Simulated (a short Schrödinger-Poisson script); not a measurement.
System: gated Al0.2Ga0.8N/GaN polarisation-induced gas, at 300 K.

| layer | material | thickness (nm) | Na (cm⁻³) |
|---|---|---|---|
| 1 | Al0.2Ga0.8N | 15 | - |
| 2 | GaN | 6000 | 5e14 |

Constants are typed, rounded textbook-type inputs, not results; the design itself was drawn at random and stands for no fabricated device. Al0.2Ga0.8N: permittivity 9.38, conduction-band edge (eV) 0.262, gap (eV) 3.804, electron mass (mₑ) 0.224, Nv at 300 K (cm⁻³) 4.6e19. GaN: permittivity 9.5, conduction-band edge (eV) 0, gap (eV) 3.43, Nv at 300 K (cm⁻³) 4.6e19.

Channel valleys (confinement mass, in-plane density-of-states mass, number): Γ 0.2, 0.2, 1. At the gate the conduction-band edge of layer 1 lies 1.3 eV − eVg above the Fermi level of the channel; the field vanishes at the back. Sheet of polarisation charge: +9.4e12 e/cm² at 15 nm from the gate. The barrier under the gate holds no holes. Gaps are held at their typed values at every temperature. Mesh 0.08 nm at interfaces.

Solved with a short Schrödinger-Poisson script written for these runs: 1D Poisson equation in equilibrium, electrons quantum, Hartree plus LDA exchange-correlation (BenDaniel-Duke, 40 states a valley, the channel's in-plane mass for all, wave functions free to enter the barrier), parabolic valleys, classical holes, full ionisation, no traps, pinning or gate leakage.

Only gate voltages with over 1e8 electrons/cm² are shown.

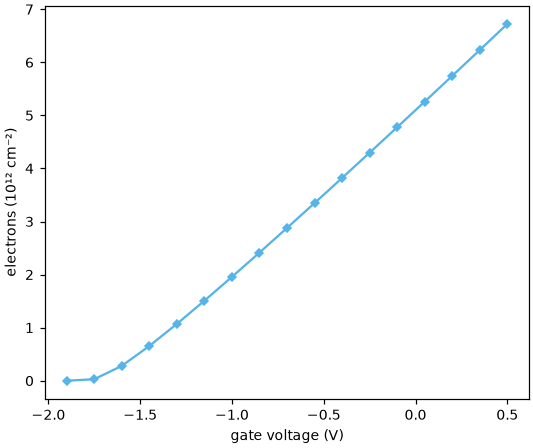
Fig. 1. Sheet density against gate voltage

```csv
Vg (V),electrons (cm⁻²),in the channel layer,C (μF/cm²),Γ E0 (meV),Γ E1 (meV)
0.5,6.72e12,6.08e12,0.525,-69.0,31.6
0.35,6.23e12,5.69e12,0.522,-63.3,33.8
0.2,5.75e12,5.29e12,0.520,-57.5,35.9
0.05,5.26e12,4.89e12,0.517,-51.6,38.1
-0.1,4.78e12,4.48e12,0.514,-45.6,40.3
-0.25,4.30e12,4.06e12,0.511,-39.3,42.6
-0.4,3.82e12,3.64e12,0.507,-32.8,45.0
-0.55,3.35e12,3.21e12,0.503,-25.9,47.5
-0.7,2.88e12,2.78e12,0.499,-18.6,50.2
-0.85,2.42e12,2.34e12,0.493,-10.6,53.2
-1,1.96e12,1.91e12,0.485,-1.8,56.8
-1.15,1.51e12,1.48e12,0.474,8.5,61.3
-1.3,1.07e12,1.06e12,0.458,21.1,67.3
-1.45,6.55e11,6.48e11,0.429,38.1,76.6
-1.6,2.80e11,2.78e11,0.362,65.6,94.9
-1.75,2.85e10,2.84e10,0.129,131.6,151.4
-1.9,1.24e8,1.24e8,0.00419,274.1,291.9
```

Subbands count from the Fermi level.
